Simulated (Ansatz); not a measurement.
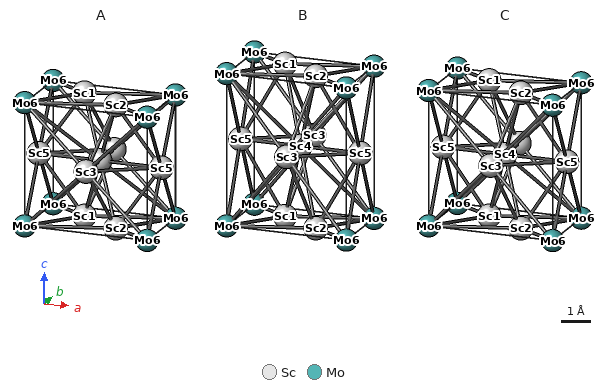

3 geometries from one relaxation of a crystal of Sc5Mo (a generated structure, set up in P6/mmm) (coarse preliminary run), in shuffled order. The picture is a ball-and-stick view of the cell of the calculation, seen slightly off an axis.

Method: Ansatz 0.2.0, DFT PBE, scalar-relativistic, plane waves, PAW. (plane-wave cutoff 420 eV; k-point mesh 6 × 6 × 4; occupations gaussian; smearing width 0.1 eV; no spin polarisation; cell and atoms relaxed; force threshold 0.04 eV/Å; at most 70 steps)

Question: Order the frames from highest to lowest energy.

Answer: A, C, B. They are steps 0, 2, 9, at +1.780 eV per cell of the calculation, +0.517 eV per cell of the calculation relative to the last. The energy falls by 1.780 eV per cell of the calculation in 7 accepted moves (9 points after the start). All forces vanish by symmetry, so only the cell relaxes. The pressure goes from 12.18 to 0.04 GPa. The SCF was repeated twice at an unchanged geometry on a basis and grid sized afresh for the cell, which shifted the energy by 40.6 meV per cell of the calculation at most. No atom moves by more than 0.005 Å relative to the cell. The drawn cell changes as follows: a = b 5.608 → 5.479 Å (−2.3 %), c 4.356 → 5.380 Å (+23.5 %); the volume changes by +17.9 %. Near-neighbour distances that change, for instance: Sc1–Sc3 2.714 → 3.121 Å, Sc3–Mo6 3.550 → 3.839 Å, Sc1–Mo6 3.238 → 3.163 Å, Sc1–Sc2 3.238 → 3.163 Å. The space group stays P6/mmm (No. 191).
